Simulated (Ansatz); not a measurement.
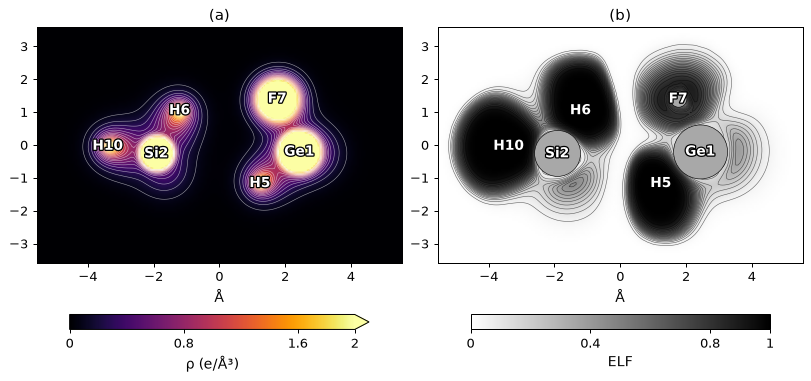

*FGeH₃···SiH₄. (a) electron density; (b) ELF on the plane of atoms H6, Si2 and H10. Grey discs cover the atomic cores in the ELF map.*

The product side of a reaction path; geometry: PBE0-D4/def2-TZVP.

Theory: RKS PBE0-D4/def2-TZVPP in Ansatz 0.2.0.

Input file:

```
crystal:
  periodic: [false, false, false]
  atoms:
    - {symbol: Ge, position_ang: [-1.145516, 1.851915, 0.259672]}
    - {symbol: Si, position_ang: [1.074934, -1.845183, -0.308989]}
    - {symbol: H, position_ang: [-0.966071, 3.087295, -0.630167]}
    - {symbol: H, position_ang: [-2.350063, 1.971414, 1.200381]}
    - {symbol: H, position_ang: [-1.159025, 0.547119, -0.546050]}
    - {symbol: H, position_ang: [1.584670, -0.836251, 0.650446]}
    - {symbol: F, position_ang: [0.264885, 1.775892, 1.279720]}
    - {symbol: H, position_ang: [1.002296, -1.248794, -1.667901]}
    - {symbol: H, position_ang: [-0.285127, -2.280588, 0.101167]}
    - {symbol: H, position_ang: [1.978918, -3.022818, -0.338178]}
basis:
  gaussian: {orbitals: def2-TZVPP}
hamiltonian: {xc: pbe0, dispersion: d4}
output: {orbitals: {seedname: orbitals}}
```

Command:

```sh
ansatz run in.yaml --threads 4 --pin off --events-out ev --progress --plain --max-ram 9574MiB
```

Interpret the plot.

Answer. Atoms in the plane: Ge, Si, H and F.
Si2···H5 (3.28 Å): the density falls to about 0.02 e/Å³ on the way; the ELF dips to about 0 between them; a weak contact between the two molecules.
Ge–F (1.74 Å): ρ is about 0.96 e/Å³ halfway; the ELF peaks at about 0.80 in the valence shell of F, 0.5 Å from its nucleus, and is about 0.25 at the midpoint.
Si–H (1.48 Å): ρ at the midpoint is about 0.82 e/Å³; the ELF climbs to about 1 towards the hydrogen, as it does in any bond to H.
Ge–H (1.53 Å): the density is about 1.1 e/Å³ at the midpoint; the ELF climbs to about 1 towards the hydrogen.
The ELF also peaks beside F7, away from the bonds: lone-pair regions.
